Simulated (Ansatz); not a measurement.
## Molecular dynamics, with input and output: BN₂H₆ (part 1 of 3)

System: BN₂H₆, multiplicity 2.
Method: UKS CAM-B3LYP/def2-SVP (Ansatz 0.2.0).

It belongs to a series of runs on one base structure; here: dynamics from the highest image of the converged band.

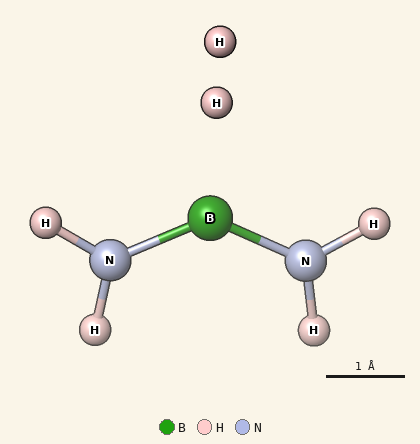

Fig. 1: The input geometry (ball-and-stick view, seen at a tilt). Bond lengths as drawn: B–N 1.40 Å and H–N 1.01 to 1.02 Å.

## Results in brief

```csv
quantity,value
outcome,finished
mean temperature over the second half,388 K
trajectory,"200 steps, 100 fs"
ensemble,nve
temperature in the input,300.0 K
time step,0.5 fs
potential energy (last step),−3748.6504 eV
mean-field energy (last step),−3748.6504 eV
⟨S²⟩ (last step),0.752
largest force (length of the vector) (last step),1.540 eV/Å
hardware,"4 threads of Intel Xeon @ 2.50GHz (Skylake/Cascade Lake), 12 GiB of memory available, shared host"
wall time,3.6 min (CPU time 13 min)
peak memory,0.2 GiB
```

## Notes

So short a trajectory is not equilibrated.

## The input
```yaml
crystal:
  periodic: [false, false, false]
  atoms:
    - { symbol: B, position_ang: [0.002626, -0.01101, -0.166656] }
    - { symbol: H, position_ang: [0.014903, -0.43502, 1.442796] }
    - { symbol: "N", position_ang: [1.252857, 0.082945, -0.786559] }
    - { symbol: H, position_ang: [2.114464, -0.095073, -0.289573] }
    - { symbol: H, position_ang: [1.391435, 0.331617, -1.761061] }
    - { symbol: "N", position_ang: [-1.261588, 0.205041, -0.724664] }
    - { symbol: H, position_ang: [-2.11097, 0.11076, -0.185425] }
    - { symbol: H, position_ang: [-1.423485, 0.468038, -1.691767] }
    - { symbol: H, position_ang: [0.019761, -0.6573, 2.29291] }
magnetization:
  spin_polarized: true
  initial_magnetization: 1
basis:
  gaussian: { orbitals: def2-SVP }
hamiltonian:
  xc: cam_b3lyp
md:
  timestep: 0.5
  n_steps: 200
  ensemble: nve
  temperature: 300.0
  initial_velocities: maxwell_boltzmann
  seed: 4945
```

Command:
```bash
ansatz run input.yaml --threads 4 --pin off --max-ram 5120MiB --backend cpu --events-out ev --progress --plain --runs-dir out
```

## Output
```
Engine: ansatz 0.2.0, x86_64-unknown-linux-gnu
Functional definition: CAM-B3LYP
  parameter alpha = 0.19
  parameter beta = 0.46
  parameter omega = 0.33/bohr
  parameter ac = 0.81
  exchange = (1 - alpha - beta)*b88_x + beta*b88_x_sr(omega) + alpha*exact_x + beta*exact_x_lr(omega)
  correlation = (1 - ac)*vwn5_c + ac*lyp_c
812 factors; integrals over basis functions are off by at most 4.1e-4 eV
250 factors; integrals over basis functions are off by at most 3.2e-6 eV
mean field evaluation 1: about -3741.7020 eV, gradient 4.1e1 eV
mean field evaluation 2: about -3741.4294 eV, gradient 4.2e1 eV
mean field evaluation 4: about -3748.5187 eV, gradient 8.0e-1 eV
mean field evaluation 8: about -3748.5524 eV, gradient 2.0e-2 eV
mean field evaluation 16: about -3748.5524 eV, gradient 3.8e-5 eV
mean field -3748.55239982 eV, -137.7567598332 hartree, gradient 3.8e-5 eV, S^2 0.758638; 0 other end points of the search recorded, 0 dependent functions left out
the calculation of the forces begins
reference -3748.55252484 eV, -137.7567644276 hartree; 13, 12 occupied and 59, 60 virtual orbitals, 812 factors
md step     0: t =     0.00 fs  T =   300.0 K  F+E_penalty+E_count = -3748.55239982 eV  E_kin = 0.271446 eV  conserved = -3748.28095382 eV  (27 SCF iters)
these checks for a lower state are left out or cut short: starts, cluster_reference, orbital_swaps, neighbouring_geometries, increment
812 factors; integrals over basis functions are off by at most 4.1e-4 eV
250 factors; integrals over basis functions are off by at most 3.1e-6 eV
mean field -3748.53953333 eV, -137.7562869986 hartree, gradient 1.1e-5 eV, S^2 0.758671; 0 other end points of the search recorded, 0 dependent functions left out
the calculation of the forces begins
reference -3748.53965890 eV, -137.7562916130 hartree; 13, 12 occupied and 59, 60 virtual orbitals, 812 factors
md step     1: t =     0.50 fs  T =   286.5 K  F+E_penalty+E_count = -3748.53953333 eV  E_kin = 0.259202 eV  conserved = -3748.28033154 eV  (34 SCF iters)
[... from here on the SCF iterations and repeated set-up lines of each step are left out, up to the last step ...]
md step     2: t =     1.00 fs  T =   252.6 K  F+E_penalty+E_count = -3748.50795235 eV  E_kin = 0.228531 eV  conserved = -3748.27942155 eV  (34 SCF iters)
md step     3: t =     1.50 fs  T =   212.8 K  F+E_penalty+E_count = -3748.47117294 eV  E_kin = 0.192575 eV  conserved = -3748.27859761 eV  (34 SCF iters)
md step     4: t =     2.00 fs  T =   181.1 K  F+E_penalty+E_count = -3748.44192660 eV  E_kin = 0.163865 eV  conserved = -3748.27806153 eV  (27 SCF iters)
md step     5: t =     2.50 fs  T =   166.7 K  F+E_penalty+E_count = -3748.42868839 eV  E_kin = 0.150797 eV  conserved = -3748.27789091 eV  (27 SCF iters)
md step     6: t =     3.00 fs  T =   172.5 K  F+E_penalty+E_count = -3748.43420279 eV  E_kin = 0.156106 eV  conserved = -3748.27809634 eV  (26 SCF iters)
md step     7: t =     3.50 fs  T =   195.2 K  F+E_penalty+E_count = -3748.45522715 eV  E_kin = 0.176582 eV  conserved = -3748.27864527 eV  (27 SCF iters)
md step     8: t =     4.00 fs  T =   225.1 K  F+E_penalty+E_count = -3748.48313391 eV  E_kin = 0.203688 eV  conserved = -3748.27944626 eV  (34 SCF iters)
md step     9: t =     4.50 fs  T =   249.0 K  F+E_penalty+E_count = -3748.50560135 eV  E_kin = 0.225306 eV  conserved = -3748.28029546 eV  (34 SCF iters)
md step    10: t =     5.00 fs  T =   253.4 K  F+E_penalty+E_count = -3748.51011223 eV  E_kin = 0.229283 eV  conserved = -3748.28082924 eV  (34 SCF iters)
md step    11: t =     5.50 fs  T =   231.1 K  F+E_penalty+E_count = -3748.48971850 eV  E_kin = 0.209112 eV  conserved = -3748.28060626 eV  (34 SCF iters)
md step    12: t =     6.00 fs  T =   187.9 K  F+E_penalty+E_count = -3748.44944234 eV  E_kin = 0.169985 eV  conserved = -3748.27945751 eV  (34 SCF iters)
md step    13: t =     6.50 fs  T =   143.7 K  F+E_penalty+E_count = -3748.40796897 eV  E_kin = 0.130032 eV  conserved = -3748.27793651 eV  (35 SCF iters)
md step    14: t =     7.00 fs  T =   123.2 K  F+E_penalty+E_count = -3748.38866612 eV  E_kin = 0.111486 eV  conserved = -3748.27717968 eV  (27 SCF iters)
md step    15: t =     7.50 fs  T =   138.2 K  F+E_penalty+E_count = -3748.40288773 eV  E_kin = 0.125034 eV  conserved = -3748.27785349 eV  (28 SCF iters)
md step    16: t =     8.00 fs  T =   178.1 K  F+E_penalty+E_count = -3748.44050198 eV  E_kin = 0.161116 eV  conserved = -3748.27938598 eV  (34 SCF iters)
md step    17: t =     8.50 fs  T =   218.2 K  F+E_penalty+E_count = -3748.47803610 eV  E_kin = 0.197418 eV  conserved = -3748.28061803 eV  (28 SCF iters)
md step    18: t =     9.00 fs  T =   237.3 K  F+E_penalty+E_count = -3748.49563720 eV  E_kin = 0.214728 eV  conserved = -3748.28090962 eV  (34 SCF iters)
md step    19: t =     9.50 fs  T =   228.6 K  F+E_penalty+E_count = -3748.48726408 eV  E_kin = 0.206882 eV  conserved = -3748.28038219 eV  (34 SCF iters)
md step    20: t =    10.00 fs  T =   199.2 K  F+E_penalty+E_count = -3748.45972805 eV  E_kin = 0.180239 eV  conserved = -3748.27948949 eV  (33 SCF iters)
md step    21: t =    10.50 fs  T =   163.1 K  F+E_penalty+E_count = -3748.42616511 eV  E_kin = 0.147533 eV  conserved = -3748.27863219 eV  (35 SCF iters)
md step    22: t =    11.00 fs  T =   134.5 K  F+E_penalty+E_count = -3748.39974130 eV  E_kin = 0.121698 eV  conserved = -3748.27804321 eV  (28 SCF iters)
md step    23: t =    11.50 fs  T =   123.7 K  F+E_penalty+E_count = -3748.38971380 eV  E_kin = 0.111892 eV  conserved = -3748.27782164 eV  (27 SCF iters)
md step    24: t =    12.00 fs  T =   134.4 K  F+E_penalty+E_count = -3748.39961092 eV  E_kin = 0.121622 eV  conserved = -3748.27798885 eV  (26 SCF iters)
md step    25: t =    12.50 fs  T =   163.9 K  F+E_penalty+E_count = -3748.42678184 eV  E_kin = 0.148264 eV  conserved = -3748.27851744 eV  (28 SCF iters)
md step    26: t =    13.00 fs  T =   202.9 K  F+E_penalty+E_count = -3748.46289448 eV  E_kin = 0.183572 eV  conserved = -3748.27932232 eV  (35 SCF iters)
md step    27: t =    13.50 fs  T =   237.9 K  F+E_penalty+E_count = -3748.49550276 eV  E_kin = 0.215287 eV  conserved = -3748.28021597 eV  (34 SCF iters)
md step    28: t =    14.00 fs  T =   254.7 K  F+E_penalty+E_count = -3748.51129293 eV  E_kin = 0.230435 eV  conserved = -3748.28085778 eV  (34 SCF iters)
md step    29: t =    14.50 fs  T =   244.0 K  F+E_penalty+E_count = -3748.50154885 eV  E_kin = 0.220744 eV  conserved = -3748.28080448 eV  (34 SCF iters)
md step    30: t =    15.00 fs  T =   208.8 K  F+E_penalty+E_count = -3748.46870142 eV  E_kin = 0.188894 eV  conserved = -3748.27980728 eV  (34 SCF iters)
md step    31: t =    15.50 fs  T =   166.9 K  F+E_penalty+E_count = -3748.42930323 eV  E_kin = 0.151029 eV  conserved = -3748.27827457 eV  (35 SCF iters)
md step    32: t =    16.00 fs  T =   143.5 K  F+E_penalty+E_count = -3748.40711186 eV  E_kin = 0.129824 eV  conserved = -3748.27728791 eV  (28 SCF iters)
md step    33: t =    16.50 fs  T =   154.0 K  F+E_penalty+E_count = -3748.41702134 eV  E_kin = 0.139343 eV  conserved = -3748.27767850 eV  (27 SCF iters)
md step    34: t =    17.00 fs  T =   192.4 K  F+E_penalty+E_count = -3748.45319158 eV  E_kin = 0.174096 eV  conserved = -3748.27909537 eV  (27 SCF iters)
md step    35: t =    17.50 fs  T =   236.1 K  F+E_penalty+E_count = -3748.49403713 eV  E_kin = 0.213625 eV  conserved = -3748.28041171 eV  (29 SCF iters)
md step    36: t =    18.00 fs  T =   262.7 K  F+E_penalty+E_count = -3748.51858854 eV  E_kin = 0.237724 eV  conserved = -3748.28086493 eV  (34 SCF iters)
md step    37: t =    18.50 fs  T =   262.9 K  F+E_penalty+E_count = -3748.51835268 eV  E_kin = 0.237878 eV  conserved = -3748.28047484 eV  (35 SCF iters)
md step    38: t =    19.00 fs  T =   241.2 K  F+E_penalty+E_count = -3748.49791261 eV  E_kin = 0.218240 eV  conserved = -3748.27967213 eV  (34 SCF iters)
md step    39: t =    19.50 fs  T =   210.0 K  F+E_penalty+E_count = -3748.46888527 eV  E_kin = 0.190020 eV  conserved = -3748.27886515 eV  (34 SCF iters)
md step    40: t =    20.00 fs  T =   182.7 K  F+E_penalty+E_count = -3748.44360169 eV  E_kin = 0.165320 eV  conserved = -3748.27828161 eV  (28 SCF iters)
md step    41: t =    20.50 fs  T =   169.4 K  F+E_penalty+E_count = -3748.43125689 eV  E_kin = 0.153254 eV  conserved = -3748.27800268 eV  (27 SCF iters)
md step    42: t =    21.00 fs  T =   174.9 K  F+E_penalty+E_count = -3748.43632194 eV  E_kin = 0.158277 eV  conserved = -3748.27804536 eV  (27 SCF iters)
md step    43: t =    21.50 fs  T =   198.6 K  F+E_penalty+E_count = -3748.45810511 eV  E_kin = 0.179692 eV  conserved = -3748.27841295 eV  (27 SCF iters)
md step    44: t =    22.00 fs  T =   233.9 K  F+E_penalty+E_count = -3748.49074022 eV  E_kin = 0.211658 eV  conserved = -3748.27908175 eV  (27 SCF iters)
md step    45: t =    22.50 fs  T =   269.5 K  F+E_penalty+E_count = -3748.52380238 eV  E_kin = 0.243874 eV  conserved = -3748.27992799 eV  (34 SCF iters)
md step    46: t =    23.00 fs  T =   291.7 K  F+E_penalty+E_count = -3748.54457769 eV  E_kin = 0.263929 eV  conserved = -3748.28064869 eV  (34 SCF iters)
md step    47: t =    23.50 fs  T =   289.8 K  F+E_penalty+E_count = -3748.54297871 eV  E_kin = 0.262189 eV  conserved = -3748.28079006 eV  (34 SCF iters)
md step    48: t =    24.00 fs  T =   263.4 K  F+E_penalty+E_count = -3748.51833848 eV  E_kin = 0.238320 eV  conserved = -3748.28001891 eV  (34 SCF iters)
md step    49: t =    24.50 fs  T =   226.8 K  F+E_penalty+E_count = -3748.48377492 eV  E_kin = 0.205187 eV  conserved = -3748.27858743 eV  (34 SCF iters)
md step    50: t =    25.00 fs  T =   203.5 K  F+E_penalty+E_count = -3748.46160840 eV  E_kin = 0.184141 eV  conserved = -3748.27746696 eV  (28 SCF iters)
md step    51: t =    25.50 fs  T =   211.3 K  F+E_penalty+E_count = -3748.46878837 eV  E_kin = 0.191203 eV  conserved = -3748.27758580 eV  (28 SCF iters)
md step    52: t =    26.00 fs  T =   248.4 K  F+E_penalty+E_count = -3748.50356475 eV  E_kin = 0.224738 eV  conserved = -3748.27882704 eV  (27 SCF iters)
md step    53: t =    26.50 fs  T =   295.0 K  F+E_penalty+E_count = -3748.54713136 eV  E_kin = 0.266956 eV  conserved = -3748.28017518 eV  (34 SCF iters)
md step    54: t =    27.00 fs  T =   328.8 K  F+E_penalty+E_count = -3748.57827262 eV  E_kin = 0.297486 eV  conserved = -3748.28078681 eV  (30 SCF iters)
md step    55: t =    27.50 fs  T =   337.8 K  F+E_penalty+E_count = -3748.58623541 eV  E_kin = 0.305679 eV  conserved = -3748.28055609 eV  (34 SCF iters)
md step    56: t =    28.00 fs  T =   324.2 K  F+E_penalty+E_count = -3748.57317515 eV  E_kin = 0.293329 eV  conserved = -3748.27984586 eV  (34 SCF iters)
md step    57: t =    28.50 fs  T =   298.6 K  F+E_penalty+E_count = -3748.54923582 eV  E_kin = 0.270186 eV  conserved = -3748.27904985 eV  (34 SCF iters)
md step    58: t =    29.00 fs  T =   274.2 K  F+E_penalty+E_count = -3748.52654347 eV  E_kin = 0.248136 eV  conserved = -3748.27840697 eV  (28 SCF iters)
md step    59: t =    29.50 fs  T =   262.1 K  F+E_penalty+E_count = -3748.51520411 eV  E_kin = 0.237174 eV  conserved = -3748.27803019 eV  (27 SCF iters)
md step    60: t =    30.00 fs  T =   268.8 K  F+E_penalty+E_count = -3748.52119426 eV  E_kin = 0.243205 eV  conserved = -3748.27798901 eV  (27 SCF iters)
md step    61: t =    30.50 fs  T =   294.8 K  F+E_penalty+E_count = -3748.54510951 eV  E_kin = 0.266780 eV  conserved = -3748.27832951 eV  (27 SCF iters)
md step    62: t =    31.00 fs  T =   334.3 K  F+E_penalty+E_count = -3748.58149843 eV  E_kin = 0.302472 eV  conserved = -3748.27902647 eV  (27 SCF iters)
md step    63: t =    31.50 fs  T =   375.3 K  F+E_penalty+E_count = -3748.61947783 eV  E_kin = 0.339562 eV  conserved = -3748.27991627 eV  (34 SCF iters)
md step    64: t =    32.00 fs  T =   403.2 K  F+E_penalty+E_count = -3748.64554182 eV  E_kin = 0.364867 eV  conserved = -3748.28067477 eV  (35 SCF iters)
md step    65: t =    32.50 fs  T =   406.6 K  F+E_penalty+E_count = -3748.64880422 eV  E_kin = 0.367934 eV  conserved = -3748.28087019 eV  (34 SCF iters)
md step    66: t =    33.00 fs  T =   383.9 K  F+E_penalty+E_count = -3748.62756802 eV  E_kin = 0.347388 eV  conserved = -3748.28017992 eV  (34 SCF iters)
md step    67: t =    33.50 fs  T =   348.0 K  F+E_penalty+E_count = -3748.59367579 eV  E_kin = 0.314892 eV  conserved = -3748.27878378 eV  (34 SCF iters)
md step    68: t =    34.00 fs  T =   322.1 K  F+E_penalty+E_count = -3748.56901046 eV  E_kin = 0.291452 eV  conserved = -3748.27755881 eV  (27 SCF iters)
md step    69: t =    34.50 fs  T =   325.6 K  F+E_penalty+E_count = -3748.57213555 eV  E_kin = 0.294643 eV  conserved = -3748.27749213 eV  (28 SCF iters)
md step    70: t =    35.00 fs  T =   359.6 K  F+E_penalty+E_count = -3748.60403856 eV  E_kin = 0.325376 eV  conserved = -3748.27866220 eV  (27 SCF iters)
md step    71: t =    35.50 fs  T =   405.5 K  F+E_penalty+E_count = -3748.64705590 eV  E_kin = 0.366924 eV  conserved = -3748.28013185 eV  (35 SCF iters)
md step    72: t =    36.00 fs  T =   439.3 K  F+E_penalty+E_count = -3748.67839478 eV  E_kin = 0.397471 eV  conserved = -3748.28092341 eV  (35 SCF iters)
md step    73: t =    36.50 fs  T =   446.6 K  F+E_penalty+E_count = -3748.68483199 eV  E_kin = 0.404074 eV  conserved = -3748.28075801 eV  (34 SCF iters)
md step    74: t =    37.00 fs  T =   428.5 K  F+E_penalty+E_count = -3748.66763941 eV  E_kin = 0.387687 eV  conserved = -3748.27995263 eV  (29 SCF iters)
md step    75: t =    37.50 fs  T =   397.2 K  F+E_penalty+E_count = -3748.63837498 eV  E_kin = 0.359379 eV  conserved = -3748.27899559 eV  (34 SCF iters)
md step    76: t =    38.00 fs  T =   368.3 K  F+E_penalty+E_count = -3748.61150429 eV  E_kin = 0.333232 eV  conserved = -3748.27827228 eV  (33 SCF iters)
md step    77: t =    38.50 fs  T =   354.0 K  F+E_penalty+E_count = -3748.59824801 eV  E_kin = 0.320274 eV  conserved = -3748.27797433 eV  (27 SCF iters)
md step    78: t =    39.00 fs  T =   359.4 K  F+E_penalty+E_count = -3748.60334336 eV  E_kin = 0.325235 eV  conserved = -3748.27810845 eV  (27 SCF iters)
md step    79: t =    39.50 fs  T =   382.6 K  F+E_penalty+E_count = -3748.62473762 eV  E_kin = 0.346173 eV  conserved = -3748.27856462 eV  (26 SCF iters)
md step    80: t =    40.00 fs  T =   415.6 K  F+E_penalty+E_count = -3748.65522982 eV  E_kin = 0.376028 eV  conserved = -3748.27920222 eV  (33 SCF iters)
md step    81: t =    40.50 fs  T =   447.5 K  F+E_penalty+E_count = -3748.68477963 eV  E_kin = 0.404896 eV  conserved = -3748.27988358 eV  (34 SCF iters)
md step    82: t =    41.00 fs  T =   467.0 K  F+E_penalty+E_count = -3748.70294615 eV  E_kin = 0.422522 eV  conserved = -3748.28042449 eV  (34 SCF iters)
md step    83: t =    41.50 fs  T =   465.8 K  F+E_penalty+E_count = -3748.70202549 eV  E_kin = 0.421479 eV  conserved = -3748.28054619 eV  (34 SCF iters)
md step    84: t =    42.00 fs  T =   443.5 K  F+E_penalty+E_count = -3748.68131756 eV  E_kin = 0.401330 eV  conserved = -3748.27998725 eV  (34 SCF iters)
md step    85: t =    42.50 fs  T =   410.8 K  F+E_penalty+E_count = -3748.65058694 eV  E_kin = 0.371745 eV  conserved = -3748.27884205 eV  (35 SCF iters)
md step    86: t =    43.00 fs  T =   386.9 K  F+E_penalty+E_count = -3748.62787519 eV  E_kin = 0.350068 eV  conserved = -3748.27780734 eV  (28 SCF iters)
```
